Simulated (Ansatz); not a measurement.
# Two self-consistent states of GdBi2IO4

An SCF can end in more than one state. Here GdBi2IO4, a distorted cell, is run from each state found earlier: which lies lowest, and what else changes?

Computed, not measured: Ansatz 0.2.0, DFT, r2SCAN, with U_eff = 4.53 eV on Gd f, plane waves, PAW.

## (1) The system as given

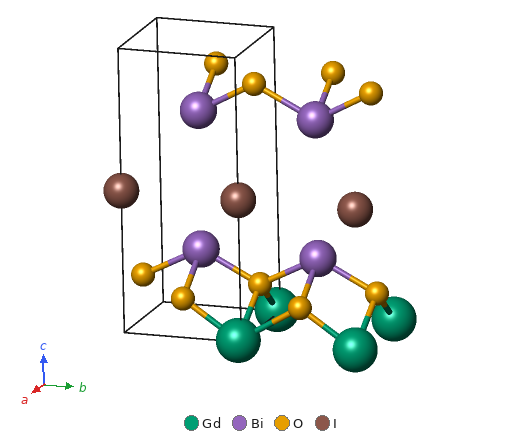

Viewed slightly off an axis; gadolinium teal, bismuth purple, oxygen amber, iodine brown. 1×2×1 cells are drawn.

Cell: a = 4.050 Å, b = 3.972 Å, c = 9.728 Å, α = 90.00°, β = 86.07°, γ = 90.60°. First neighbours, in Å: Gd1: 8 O at 2.25 to 2.59; Bi2: 4 O at 2.19 to 2.41; Bi3: 4 O at 2.23 to 2.46; O4: 2 Bi at 2.19 to 2.31, 2 Gd at 2.44 to 2.56; O5: 2 Bi at 2.19 to 2.41, 2 Gd at 2.35 to 2.55; O6: 2 Bi at 2.23 to 2.25, 1 Gd at 2.36; O7: 2 Bi at 2.23 to 2.46, 2 Gd at 2.25 to 2.47; I8: 8 Bi at 3.58 to 3.83.

The coordinates stand in the input below.

The states: A, Gd1 up (collinear spin); B, no atom with a moment over 0.3 μB (no spin polarisation). Each run reads its own saved solution as saved_state.

## (2) State A: the run

Input file input.yaml:

```yaml
crystal:
  lattice:
    - [4.047613, -0.020959, 0.137796]
    - [-0.020959, 3.971689, 0.000514]
    - [0.336198, 0.001255, 9.722336]
  atoms:
    - { symbol: Gd, position: [0.991026, 0.971876, 0.004182] }
    - { symbol: Bi, position: [0.49732, 0.507209, 0.744708] }
    - { symbol: Bi, position: [0.502842, 0.505212, 0.257179] }
    - { symbol: O, position: [0.497865, 0.98926, 0.853675] }
    - { symbol: O, position: [0.010243, 0.503278, 0.856383] }
    - { symbol: O, position: [0.502278, 0.003381, 0.15044] }
    - { symbol: O, position: [0.989059, 0.504917, 0.13551] }
    - { symbol: I, position: [0.989557, 0.998081, 0.498234] }
kpoints:
  mp_grid: { grid: [5, 5, 2], shift: [0.0, 0.0, 0.5] }
magnetization:
  spin_polarized: true
scf:
  occupations: { method: gaussian, width: 0.0377 }
  lower_state_search: "off"
  max_iter: 200
hamiltonian:
  pseudopotentials: { kind: paw }
  xc: r2scan
  hubbard:
    projectors: all-electron-ortho-atomic
    sites: [{ species: Gd, l: f, u_eff: 4.53 }]
basis:
  ecutwfc: 500
  fft_grid_basis: typed
output:
  forces: true
  stress: true
  eigenvalues: true
  bader: true
  populations: true
  elf: true
  write_potential: true
  volumetric_format: npy
  dos:
    e_range: [-12, 8]
    de: 0.05
    projected: { site_lists: { Bi: [Bi], Gd: [Gd], I: [I], O: [O] } }
checkpoint:
  read: saved_state
```

Log, shortened:

```text
Warning: RAYON_NUM_THREADS=1 ignored (pool sized by the plan → 1); use --threads N
Gd: projections on atomic orbitals take those of the free atom [Kr 4d10] 4f7 5s2 5p6 5d1 6s2, of charge +0.00 (hamiltonian.pseudopotentials.projection_atoms); the dataset's partial waves leave at most 2.5e-4 of an orbital's norm unspanned inside its sphere
Bi: projections on atomic orbitals take those of the free atom [Xe 4f14] 5d10 6s2 6p3, of charge +0.00 (hamiltonian.pseudopotentials.projection_atoms); the dataset's partial waves leave at most 4.7e-5 of an orbital's norm unspanned inside its sphere
O: projections on atomic orbitals take those of the free atom [He] 2s2 2p4, of charge +0.00 (hamiltonian.pseudopotentials.projection_atoms); the dataset's partial waves leave at most 1.9e-8 of an orbital's norm unspanned inside its sphere
I: projections on atomic orbitals take those of the free atom [Kr] 4d10 5s2 5p5, of charge +0.00 (hamiltonian.pseudopotentials.projection_atoms); the dataset's partial waves leave at most 9.4e-6 of an orbital's norm unspanned inside its sphere
band count auto-derived: 56 (N_el = 89.0; filled up to band 45; 54 by the electrons, moments and atoms)
[...]
Pseudopotentials: kind: paw
Pseudopotential: Gd, paw, valence charge 18, recommended cutoff 500 eV (meta_gga), Gd.paw.azcp
Pseudopotential: Bi, paw, valence charge 15, recommended cutoff 500 eV (meta_gga), Bi.paw.azcp
[...]
--- Forces (eV/Å), atoms counted from 1 ---
  atom   1  Gd     0.26615241     1.01267376    -0.82136635
  atom   2  Bi     0.28216995    -0.27198755     0.41902753
  atom   3  Bi    -0.20624578    -0.12500911    -0.36309477
  atom   4  O      0.28385251     0.28554695     0.29061138
  atom   5  O     -0.46245679    -0.32982533    -0.43567064
  atom   6  O     -0.43469925    -0.07311416    -0.10443244
  atom   7  O      0.24173268    -0.48713289     1.13935653
  atom   8  I      0.02948460    -0.01117985    -0.12443733
[...]
--- Stress (GPa, compression-positive) ---
       -4.788555       0.783734      -3.028001
        0.783733      -1.460948      -0.207266
       -3.028001      -0.207266      -0.851378
  P = ⅓ Tr σ = -2.3670 GPa (-23.670 kbar)
--- Band table (eV; the first three rows and the last of 50) ---
[...]
Occupation matrices written to <dir>
--- Löwdin populations: 8 sites ---
  site symbol       q [e]    m [muB]
     0     Gd     16.8447     7.0261
     1     Bi     13.6226     0.0023
     2     Bi     13.6225     0.0025
     3      O      6.8087    -0.0105
     4      O      6.7998    -0.0087
     5      O      6.8044    -0.0093
     6      O      6.7732    -0.0095
     7      I     17.4233    -0.0009
  spilling = 0.003379 (of n_electrons = 89.000000)
--- Bader charges: 8 sites ---
  site symbol  charge [e]  shift [e]    m [muB]
     0     Gd      2.2328     0.0009     7.0202
     1     Bi      1.8144     0.0002     0.0017
     2     Bi      1.8117     0.0005     0.0018
     3      O     -1.3026     0.0003    -0.0063
     4      O     -1.3004     0.0003    -0.0054
     5      O     -1.3038     0.0004    -0.0054
     6      O     -1.2997     0.0005    -0.0064
     7      I     -0.6523     0.0000    -0.0002
  estimated error of the sums over rays = 4.3e-4 e
```

Wall time 2 min (1 thread of an x86-64 CPU, shared host); peak memory 1.1 GiB.

## (3) State A: levels and charges

States per cell by energy window, from dos.tsv and pdos.tsv (tetrahedra; eV from the Fermi level):

| from | to | total | up | down | Bi p | Gd d | Gd f | I p | O p |
| --- | --- | --- | --- | --- | --- | --- | --- | --- | --- |
| -7.0 | -6.0 | 7.00 | 7.00 | 0.00 | 0.04 | 0.01 | 6.75 | 0.01 | 0.17 |
| -6.0 | -5.0 | 2.95 | 1.44 | 1.51 | 0.73 | 0.20 | 0.06 | 0.18 | 1.67 |
| -5.0 | -4.0 | 5.31 | 2.68 | 2.63 | 1.00 | 0.25 | 0.09 | 0.31 | 3.46 |
| -4.0 | -3.0 | 6.09 | 3.09 | 3.00 | 0.52 | 0.28 | 0.04 | 0.45 | 4.43 |
| -3.0 | -2.0 | 9.44 | 4.52 | 4.90 | 0.40 | 0.25 | 0.05 | 2.16 | 6.20 |
| -2.0 | -1.0 | 6.17 | 3.23 | 2.93 | 0.17 | 0.07 | 0.03 | 2.26 | 3.24 |
| -1.0 | 0.0 | 0.07 | 0.04 | 0.03 | 0.00 | 0.00 | 0.00 | 0.06 | 0.00 |
| 0.0 | 1.0 | 0.00 | 0.00 | 0.00 | 0.00 | 0.00 | 0.00 | 0.00 | 0.00 |
| 1.0 | 2.0 | 0.29 | 0.15 | 0.14 | 0.21 | 0.01 | 0.00 | 0.01 | 0.02 |
| 2.0 | 3.0 | 2.68 | 1.35 | 1.32 | 1.78 | 0.10 | 0.00 | 0.09 | 0.32 |
| 3.0 | 4.0 | 3.46 | 1.84 | 1.61 | 2.02 | 0.31 | 0.01 | 0.10 | 0.52 |
| 4.0 | 5.0 | 4.66 | 2.65 | 2.01 | 2.18 | 1.12 | 0.06 | 0.16 | 0.63 |

On the mesh the valence top lies at -0.90 eV and the conduction bottom at 0.90 eV on this scale.

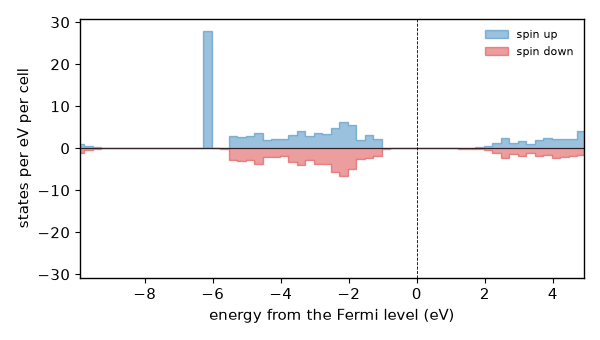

Density of states by spin, in bins of 0.25 eV.

Gathered by element (positive charge: electrons given up): Löwdin charges also hold the electrons that the projection spills.

| element | atoms | Bader charge (e) | Bader volume (Å³) | Löwdin charge (e) | Bader moment, size (μB) |
| --- | --- | --- | --- | --- | --- |
| Gd | 1 | +2.23 | 14.4 | +1.16 | 7.02 |
| Bi | 2 | +1.81 | 21.3 to 21.4 | +1.38 | 0.00 |
| O | 4 | -1.30 | 14.1 to 14.4 | -0.81 to -0.77 | 0.01 |
| I | 1 | -0.65 | 42.0 | -0.43 | 0.00 |

Löwdin charges rest on a small set of atomic orbitals that misses 0.3 % of the electrons, so they need not add up to the cell's charge and can differ from Bader's even in sign.

Occupation eigenvalues of the Hubbard shells:

| atom | shell | spin | eigenvalues |
| --- | --- | --- | --- |
| Gd1 | f | up | 1.00 1.00 1.00 1.00 1.00 1.00 1.00 |
| Gd1 | f | down | 0.00 0.00 0.00 0.00 0.01 0.01 0.02 |

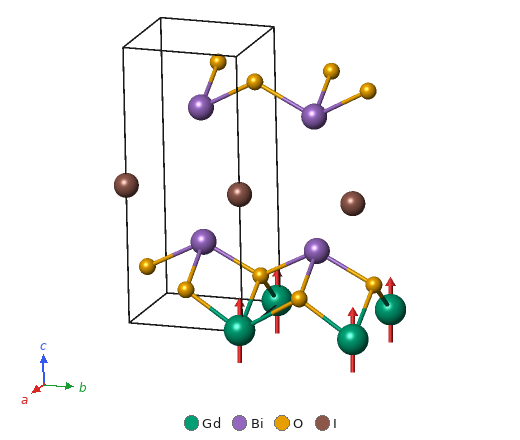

Site moments over 0.3 μB, as arrows (short ones can be hidden in their spheres; values hang on how the density is shared out, so they can differ from the log's spheres): up red, down blue; without spin-orbit coupling their axis is free, so they are drawn up the page.

## (4) State B: the run

input.yaml, as its differences from that of step 2:

```diff
@@ -17,3 +17,3 @@
 magnetization:
-  spin_polarized: true
+  spin_polarized: false
 scf:
@@ -35,3 +35,2 @@
   eigenvalues: true
-  bader: true
   populations: true
```

Log, shortened:

```text
Warning: RAYON_NUM_THREADS=1 ignored (pool sized by the plan → 1); use --threads N
Gd: projections on atomic orbitals take those of the free atom [Kr 4d10] 4f7 5s2 5p6 5d1 6s2, of charge +0.00 (hamiltonian.pseudopotentials.projection_atoms); the dataset's partial waves leave at most 2.5e-4 of an orbital's norm unspanned inside its sphere
Bi: projections on atomic orbitals take those of the free atom [Xe 4f14] 5d10 6s2 6p3, of charge +0.00 (hamiltonian.pseudopotentials.projection_atoms); the dataset's partial waves leave at most 4.7e-5 of an orbital's norm unspanned inside its sphere
O: projections on atomic orbitals take those of the free atom [He] 2s2 2p4, of charge +0.00 (hamiltonian.pseudopotentials.projection_atoms); the dataset's partial waves leave at most 1.9e-8 of an orbital's norm unspanned inside its sphere
[...]
  atom   1  Gd     0.31316735     1.12756296    -0.77198563
  atom   2  Bi     0.29952145    -0.27475570     0.40028287
  atom   3  Bi    -0.20965781    -0.12018713    -0.40160287
  atom   4  O      0.22939319     0.27195109     0.20319037
  atom   5  O     -0.47144234    -0.38490022    -0.41152696
  atom   6  O     -0.43424005    -0.08115281    -0.02878174
  atom   7  O      0.24439484    -0.52389693     1.11772186
  atom   8  I      0.02901075    -0.01462391    -0.10721400
[...]
--- Stress (GPa, compression-positive) ---
       -4.633813       0.737703      -2.953697
        0.736610      -1.579514      -0.149511
       -2.953831      -0.150969      -0.701953
  P = ⅓ Tr σ = -2.3051 GPa (-23.051 kbar)
--- Band table (eV; the first three rows and the last of 25) ---
[...]
Occupation matrices written to <dir>
--- Löwdin populations: 8 sites ---
  site symbol       q [e]
     0     Gd     16.9567
     1     Bi     13.6205
     2     Bi     13.6219
     3      O      6.7881
     4      O      6.7713
     5      O      6.7856
     6      O      6.7453
     7      I     17.4209
  spilling = 0.003255 (of n_electrons = 89.000000)
```

Wall time 58 s (1 thread of an x86-64 CPU, shared host); peak memory 0.98 GiB.

## (5) What state B looks like

Counts of states in windows (eV from the Fermi level; tetrahedra), total and projected:

| from | to | total | Bi p | Gd f | I p | O p |
| --- | --- | --- | --- | --- | --- | --- |
| -6.0 | -5.0 | 1.32 | 0.34 | 0.00 | 0.09 | 0.75 |
| -5.0 | -4.0 | 6.06 | 1.29 | 0.09 | 0.31 | 3.84 |
| -4.0 | -3.0 | 6.25 | 0.55 | 0.74 | 0.38 | 4.00 |
| -3.0 | -2.0 | 12.40 | 0.41 | 4.87 | 1.27 | 5.27 |
| -2.0 | -1.0 | 8.78 | 0.22 | 0.66 | 2.60 | 4.76 |
| -1.0 | 0.0 | 1.73 | 0.04 | 0.45 | 0.75 | 0.39 |
| 0.0 | 1.0 | 1.50 | 0.01 | 1.21 | 0.01 | 0.24 |
| 1.0 | 2.0 | 0.13 | 0.10 | 0.00 | 0.00 | 0.01 |
| 2.0 | 3.0 | 2.09 | 1.42 | 0.01 | 0.08 | 0.24 |
| 3.0 | 4.0 | 4.72 | 1.86 | 1.75 | 0.08 | 0.47 |

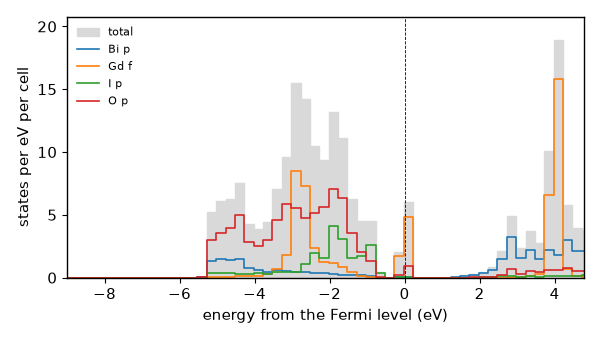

Total and projected density of states, in bins of 0.25 eV.

By element, from the tables in the log (a charge is positive for electrons lost): Löwdin charges also hold the electrons that the projection spills.

| element | atoms | Löwdin charge (e) |
| --- | --- | --- |
| Gd | 1 | +1.04 |
| Bi | 2 | +1.38 |
| O | 4 | -0.79 to -0.75 |
| I | 1 | -0.42 |

The Löwdin projection spills 0.3 % of the electrons and depends on the orbitals chosen; where it disagrees with Bader's partition, neither is an observable.

Eigenvalues of the corrected shells' occupation matrices:

| atom | shell | spin | eigenvalues |
| --- | --- | --- | --- |
| Gd1 | f | each | 0.01 0.01 0.01 0.59 1.00 1.00 1.00 |

## (6) Results

| state | free energy (meV/atom) | largest site moment (μB) | size of the net moment (μB/cell) | gap (eV) | pressure (GPa) | largest force (eV/Å) | SCF cycles |
| --- | --- | --- | --- | --- | --- | --- | --- |
| A | 0.0 | 6.87 | 7.00 | 1.80 | -2.4 | 1.33 | 8 |
| B | 1255.4 | – | – | metal | -2.3 | 1.40 | 17 |

**Reading.** State A wins by 1255.4 meV per atom over B. They differ in kind: A is gapped, B is a metal. Not all runs allow spin: where it is off, the gap in energy is mostly the cost of forbidding moments, not two ends of one search.

Caveats: an odd count of electrons without spin polarisation forces a partly filled band; open f shell without moments; the k mesh is coarse for a cell without a gap.
